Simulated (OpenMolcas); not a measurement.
# A workflow on triplet CF2

Aim: a series of 8 runs (ROHF/def2-TZVPP, CASSCF(18,12)/def2-TZVPP, CASPT2(18,12)/def2-TZVPP, CASPT2[IPEA 0](18,12)/def2-TZVPP, SC-NEVPT2(18,12)/def2-TZVPP, PC-NEVPT2(18,12)/def2-TZVPP, MC-PDFT[tPBE](18,12)/def2-TZVPP, MC-PDFT[ftPBE](18,12)/def2-TZVPP) of triplet CF2. 

Program for the calculation: OpenMolcas 26.06.

### 1 Starting point

CF2 has 3 atoms, charge 0, and is taken as a triplet. As SMILES of the parent species, `F[C]F`. The coordinates come from a PBE0-D4/def2-TZVP relaxation. That shape belongs to the parent species and isn't relaxed for this state.

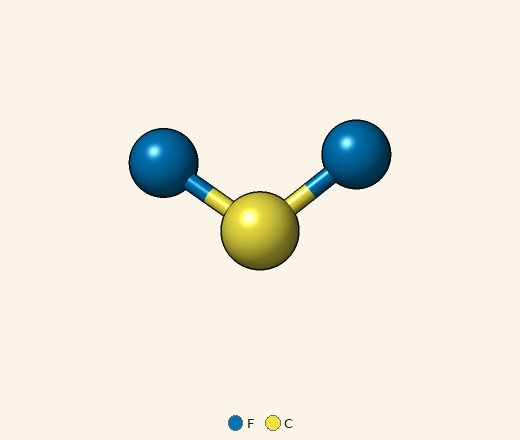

The structure, seen from a chosen angle (fluorine blue, carbon yellow).

### 2 A single-point energy at ROHF/def2-TZVPP (run 1)

step1.input

```
* CF2 Hartree-Fock

&GATEWAY
  BASLIB = $CurrDir
  COORD
  3
  angstrom
  F        0.316310       0.971410       0.281600
  C        0.382340      -0.318520       0.175150
  F       -0.698640      -0.652890      -0.456750
  BASIS = def2-TZVPP
  GROUP = NoSym

&SEWARD

&SCF
  UHF
  SPIN = 3
  PRORBITALS = 1 1

&RASSCF
  FILEORB = $Project.UnaOrb
  SPIN = 3
  NACTEL = 2 0 0
  INACTIVE = 11
  RAS2 = 2
  OUTORBITALS = Canonical
  ORBLISTING = Nothing
```

The basis set def2-TZVPP is read from a file made from the Basis Set Exchange's data (not shown).

On the command line:

```console
$ export MOLCAS_MEM=1860
$ pymolcas step1.input > step1.log
```

Standard output:

```text
--- Start Module: gateway ---
[...]
--- Stop Module: gateway /rc=_RC_ALL_IS_WELL_ ---
[...]
      Basis functions           93
[...]
--- Start Module: scf ---
[...]
       Convergence after  16 Iterations
[...]
::    Total SCF energy                               -236.7077647220
[...]
      Total spin, S                                     1.0022933718
[...]
--- Stop Module: scf /rc=_RC_ALL_IS_WELL_ ---
[...]
--- Start Module: rasscf ---
[...]
      Number of active orbitals                  2
[...]
      Spin quantum number                      1.0
[...]
      Active orbitals                            2
[...]
      Number of CSFs                             1
[...]
      Number of root(s) required                 1
[...]
      Convergence after  7 iterations
[...]
      printout of CI-coefficients larger than  0.05 for root  1
      energy=    -236.704182
      conf/sym  11     Coeff  Weight
             1  uu   1.00000 1.00000
      Natural orbitals and occupation numbers for root  1
      sym 1:   1.000000   1.000000
      ************************************************************************************************************************
      *                                                    Final results                                                     *
[...]
::    RASSCF root number  1 Total energy:   -236.70418172
[...]
      Total electronic charge=   24.000000
      Total            charge=   -0.000000
[...]
      Dipole Moment (debye):
      Origin of the operator (angstrom)=   -0.0535    0.0446   -0.0245
                   X=  9.1330E-01               Y= -7.6085E-01               Z=  4.1839E-01           Total=  1.2602E+00
      Quadrupole Moment (debye*angstrom):
[...]
--- Stop Module: rasscf /rc=_RC_ALL_IS_WELL_ ---
[...]
```

Run time: 14 s. Hardware: 1 thread of Arm Neoverse V1, shared host; peak memory 0.51 GiB.

### 3 The energy at CASSCF(18,12)/def2-TZVPP (run 2)

step2.input

```
* CF2 CASSCF

&GATEWAY
 BasLib=$CurrDir
 Coord
 3
 angstrom
 F        0.316310       0.971410       0.281600
 C        0.382340      -0.318520       0.175150
 F       -0.698640      -0.652890      -0.456750
 Basis=def2-TZVPP
 Group=NoSym

&SEWARD

&RASSCF
 FileOrb=$CurrDir/step1.RasOrb
 Spin=3
 Nactel=18 0 0
 Inactive=3
 Ras2=12
 OrbListing=Nothing
 OrbAppear=Compact
```

The basis set def2-TZVPP is read from a file made from the Basis Set Exchange's data (not shown).

On the command line:

```console
$ export MOLCAS_MEM=1860
$ pymolcas step2.input > step2.log
```

Standard output:

```text
--- Start Module: gateway ---
[...]
--- Stop Module: gateway /rc=_RC_ALL_IS_WELL_ ---
--- Start Module: seward ---
[...]
      Basis functions           93
--- Stop Module: seward /rc=_RC_ALL_IS_WELL_ ---
[...]
--- Start Module: rasscf ---
[...]
      Number of active orbitals                 12
[...]
      Spin quantum number                      1.0
[...]
      Active orbitals                           12
[...]
      Number of CSFs                         23166
[...]
      Number of root(s) required                 1
[...]
 ###    WARNING: Large orbital rotation.                                     ###
 ###############################################################################
      Molecular orbital  14 of symmetry 1 MO space 2  weight is    0.086837
[...]
      Convergence after 13 iterations
[...]
      printout of CI-coefficients larger than  0.05 for root  1
      energy=    -236.772028
      conf/sym  111111111111     Coeff  Weight
             1  22222222uu00   0.98450 0.96924
          3264  22ud2222uuud  -0.05911 0.00349
      Natural orbitals and occupation numbers for root  1
      sym 1:   1.999651   1.999673   1.982303   1.975170   1.996160   1.995857   1.996625   1.995810   1.004304   1.006486
               0.021857   0.026104
[...]
::    RASSCF root number  1 Total energy:   -236.77202774
[...]
      Total electronic charge=   24.000000
      Total            charge=   -0.000000
[...]
      Dipole Moment (debye):
      Origin of the operator (angstrom)=   -0.0535    0.0446   -0.0245
                   X=  6.5604E-01               Y= -5.4653E-01               Z=  3.0054E-01           Total=  9.0521E-01
      Quadrupole Moment (debye*angstrom):
[...]
--- Stop Module: rasscf /rc=_RC_ALL_IS_WELL_ ---
[...]
```

Wall time 26 s (1 thread of Arm Neoverse V1, shared host); peak memory 0.51 GiB.

### 4 The energy at CASPT2(18,12)/def2-TZVPP (run 3)

step3.inp

```
&GATEWAY
 BasLib=$CurrDir
 Coord
 3
 angstrom
 F        0.316310       0.971410       0.281600
 C        0.382340      -0.318520       0.175150
 F       -0.698640      -0.652890      -0.456750
 Basis=def2-TZVPP
 Group=NoSym

&SEWARD

&RASSCF
 FileOrb=$CurrDir/step2.RasOrb
 Spin=3
 Nactel=18 0 0
 Inactive=3
 Ras2=12
 OrbListing=Nothing
 OrbAppear=Compact

&CASPT2
 IPEA=0.25
 Imaginary=0.1
 Frozen=3
```

The basis set def2-TZVPP is read from a file made from the Basis Set Exchange's data (not shown).

On the command line:

```console
$ export MOLCAS_MEM=1860
$ pymolcas step3.inp > step3.log
```

Standard output:

```text
--- Start Module: gateway ---
[...]
--- Stop Module: gateway /rc=_RC_ALL_IS_WELL_ ---
[...]
      Basis functions           93
[...]
--- Start Module: rasscf ---
[...]
      Number of active orbitals                 12
[...]
      Spin quantum number                      1.0
[...]
      Active orbitals                           12
[...]
      Number of CSFs                         23166
[...]
      Number of root(s) required                 1
[...]
      Convergence after  7 iterations
[...]
      printout of CI-coefficients larger than  0.05 for root  1
      energy=    -236.772028
      conf/sym  111111111111     Coeff  Weight
             1  22222222uu00  -0.98450 0.96925
          3264  22ud2222uuud   0.05911 0.00349
      Natural orbitals and occupation numbers for root  1
      sym 1:   1.999651   1.999673   1.982304   1.975171   1.996160   1.995857   1.996625   1.995812   1.004304   1.006486
               0.021856   0.026103
[...]
::    RASSCF root number  1 Total energy:   -236.77202774
[...]
      Total electronic charge=   24.000000
      Total            charge=   -0.000000
[...]
      Dipole Moment (debye):
      Origin of the operator (angstrom)=   -0.0535    0.0446   -0.0245
                   X=  6.5607E-01               Y= -5.4655E-01               Z=  3.0055E-01           Total=  9.0524E-01
      Quadrupole Moment (debye*angstrom):
[...]
--- Stop Module: rasscf /rc=_RC_ALL_IS_WELL_ ---
[...]
--- Start Module: caspt2 ---
[...]
 ###    WARNING: User changed nr of frozen orbitals.                         ###
 ###############################################################################
[...]
      E2 (Variational):          -0.5285088313
      Total energy:            -237.3005365673
[...]
      Reference weight:           0.91101
[...]
::    CASPT2 Root  1     Total energy:   -237.30053657
[...]
--- Stop Module: caspt2 /rc=_RC_ALL_IS_WELL_ ---
[...]
```

Run time: 42 s. Hardware: 1 thread of Arm Neoverse V1, shared host; peak memory 0.51 GiB.

Runs 4 to 7 aren't shown in full; the table further down has their settings and results.

### 5 A single-point energy at MC-PDFT[ftPBE](18,12)/def2-TZVPP (run 8)

step8.input

```
&GATEWAY
 BasLib=$CurrDir
 Coord
 3
 angstrom
 F        0.316310       0.971410       0.281600
 C        0.382340      -0.318520       0.175150
 F       -0.698640      -0.652890      -0.456750
 Basis=def2-TZVPP
 Group=NoSym

&SEWARD

&RASSCF
 FileOrb=$CurrDir/step2.RasOrb
 Spin=3
 Nactel=18 0 0
 Inactive=3
 Ras2=12
 OrbListing=Nothing
 OrbAppear=Compact

&MCPDFT
 KSDFT=FT:PBE
```

The basis set def2-TZVPP is read from a file made from the Basis Set Exchange's data (not shown).

On the command line:

```console
$ export MOLCAS_MEM=1860
$ pymolcas step8.input > step8.log
```

Standard output:

```text
--- Start Module: gateway ---
[...]
--- Stop Module: gateway /rc=_RC_ALL_IS_WELL_ ---
[...]
      Basis functions           93
[...]
--- Start Module: rasscf ---
[...]
      Number of active orbitals                 12
[...]
      Spin quantum number                      1.0
[...]
      Active orbitals                           12
[...]
      Number of CSFs                         23166
[...]
      Number of root(s) required                 1
[...]
      Convergence after  7 iterations
[...]
      printout of CI-coefficients larger than  0.05 for root  1
      energy=    -236.772028
      conf/sym  111111111111     Coeff  Weight
             1  22222222uu00  -0.98450 0.96925
          3264  22ud2222uuud   0.05911 0.00349
      Natural orbitals and occupation numbers for root  1
      sym 1:   1.999651   1.999673   1.982304   1.975171   1.996160   1.995857   1.996625   1.995812   1.004304   1.006486
               0.021856   0.026103
[...]
::    RASSCF root number  1 Total energy:   -236.77202774
[...]
      Total electronic charge=   24.000000
      Total            charge=   -0.000000
[...]
      Dipole Moment (debye):
      Origin of the operator (angstrom)=   -0.0535    0.0446   -0.0245
                   X=  6.5607E-01               Y= -5.4655E-01               Z=  3.0055E-01           Total=  9.0524E-01
      Quadrupole Moment (debye*angstrom):
[...]
--- Stop Module: rasscf /rc=_RC_ALL_IS_WELL_ ---
[...]
--- Start Module: mcpdft ---
[...]
 ###    WARNING: Deprecation warning: KSDF should be replaced                ###
 ###    with FUNC keyword                                                    ###
 ###############################################################################
[...]
::    MCPDFT root number  1 Total energy:   -237.50185084
--- Stop Module: mcpdft /rc=_RC_ALL_IS_WELL_ ---
[...]
```

Run time: 17 s. Hardware: 1 thread of Arm Neoverse V1, shared host; peak memory 0.51 GiB.

### 6 All runs side by side

```
run                             level   active rule  inactive  energy (Eh)  dipole moment (D) of the reference  wall time
  1                   ROHF/def2-TZVPP             –         –  -236.704182                                1.26       14 s
  2          CASSCF(18,12)/def2-TZVPP  full valence         3  -236.772028                                0.91       26 s
  3          CASPT2(18,12)/def2-TZVPP  full valence         3  -237.300537                                0.91       42 s
  4  CASPT2[IPEA 0](18,12)/def2-TZVPP  full valence         3  -237.304720                                0.91       42 s
  5       SC-NEVPT2(18,12)/def2-TZVPP  full valence         3  -237.255436                                0.91       62 s
  6       PC-NEVPT2(18,12)/def2-TZVPP  full valence         3  -237.264240                                0.91       61 s
  7   MC-PDFT[tPBE](18,12)/def2-TZVPP  full valence         3  -237.426006                                0.91       17 s
  8  MC-PDFT[ftPBE](18,12)/def2-TZVPP  full valence         3  -237.501851                                0.91       17 s
```

### 7 What came out

```
                                                               quantity          value
                  run 8, MC-PDFT[ftPBE](18,12)/def2-TZVPP: total energy  -237.50185 Eh
run 8, MC-PDFT[ftPBE](18,12)/def2-TZVPP: dipole moment (CASSCF density)         0.91 D
```

What this shows: Below the ROHF energy at the same shape and in the same basis (def2-TZVPP): CASSCF(18,12) -67.8 mEh; CASPT2(18,12) -596.4 mEh; CASPT2[IPEA 0](18,12) -600.5 mEh; SC-NEVPT2(18,12) -551.3 mEh; PC-NEVPT2(18,12) -560.1 mEh. Active-space methods hold only the correlation inside their space unless a perturbation or CI step follows. All runs together took 4.7 min, the longest 62 s.
